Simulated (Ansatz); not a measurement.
Pulling on the Ge1–H3 bond in GeH3I (SMILES [GeH3][I]) (multiplicity 1 held, fragments rigid). Energies count from the point at 1.533 Å.
Geometry at that point (charge 0, multiplicity 1):
```xyz
5

Ge    -1.513    -0.028     0.000
I      1.026     0.019     0.000
H     -1.952    -1.267    -0.790
H     -1.974    -0.106     1.460
H     -1.999     1.262    -0.671
```

R- and RO- levels are restricted; in cc, def2 and unpolarised 6-31G sets they are followed outwards from rest. U- levels take the lowest unrestricted solution at each point, which mixes spins at long bonds. Active spaces are followed from a long bond inwards. Levels need not reach the same state.

Cores are frozen in the correlated methods. Filled d and f shells under p-block atoms count as core.

Codes used: Ansatz (Gaussian orbitals). Each number belongs to the level named beside it. In def2 rows elements past Kr take small-core potentials, without spin–orbit coupling.

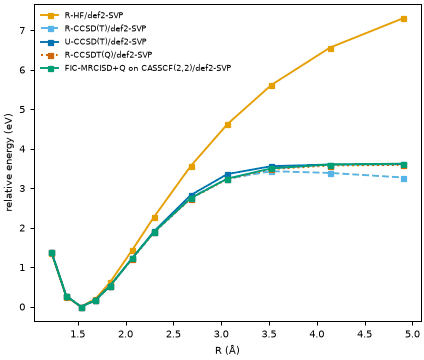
Relative energy along the coordinate

Task: Read off the R-HF/def2-SVP curve at R = 2.683.

Result: about 3.6 eV

Doubts at one or more of the structures used: a restricted determinant that unrestricted orbitals would lower (R-HF/def2-SVP, R-CCSD(T)/def2-SVP, R-CCSDT(Q)/def2-SVP); other coupled-cluster roots lie near (R-CCSD(T)/def2-SVP, R-CCSDT(Q)/def2-SVP); T1 above 0.05 (R-CCSD(T)/def2-SVP, U-CCSD(T)/def2-SVP, R-CCSDT(Q)/def2-SVP); a spin-contaminated determinant (U-CCSD(T)/def2-SVP).

Ansatz is an electronic-structure program.
